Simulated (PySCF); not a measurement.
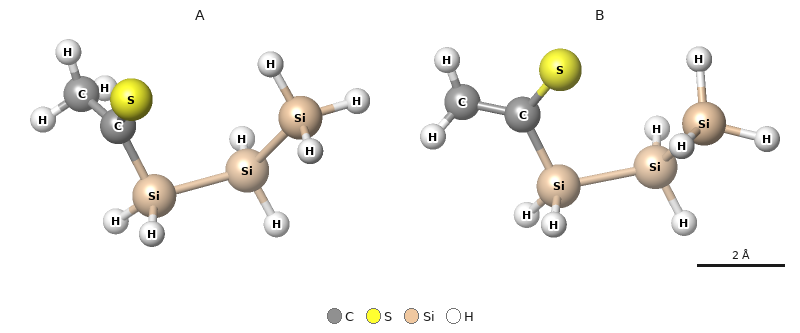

Two geometries of C₂H₁₀SSi₃, drawn at one scale. One is the start of a relaxation, the other its converged end. Style: ball-and-stick. Shown at a tilt.

Method: PBE0-D3(BJ)/def2-SVP geometry optimisation, gas phase in PySCF 2.14.0, density-fitted response routines. 

**Which geometry has the lower energy?**

Structure B is the relaxed one. The start comes from GFN2-xTB. The S atom moves most after the best rigid fit: 1.30 Å. Largest moves by element: S 1.30 Å, H 1.09 Å, C 0.53 Å, Si 0.34 Å. Among the contacts that change: H–Si 1.466 → 1.500 Å, Si–Si 2.320 → 2.349 Å, C–Si 1.895 → 1.909 Å, C–H 1.091 → 1.104 Å. Among the angles between lasting bonds that change: C–Si–H 105.1° → 110.2°, H–Si–H 102.9° → 107.8°, Si–Si–H 117.7° → 113.1°. Groups turn about C–Si by about 40°, Si–Si by about 30°. After 16 geometry steps the energy has fallen by 20.1 kJ/mol. Largest force component: 0.66 eV/Å at the start, 0.0093 eV/Å at the end. The forces were under the threshold at step 11, but the run went on from there.
